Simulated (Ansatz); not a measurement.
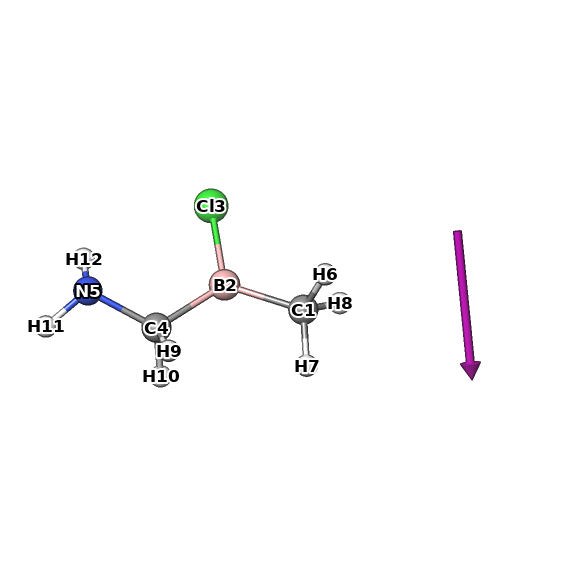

The arrow beside the molecule shows the direction of the dipole moment, from the negative to the positive end (its length means nothing). Computed geometry: PBE-D4/def2-SVP optimisation. No frequency run is at hand to confirm it as a minimum. Level of theory: RKS PBE-D4/def2-SVP (Ansatz 0.2.0).

Question: Estimate the dipole moment.

Answer: 1.69 D; it points from the side of Cl3 to the side of H7, H10 (the outermost atoms at the two ends).
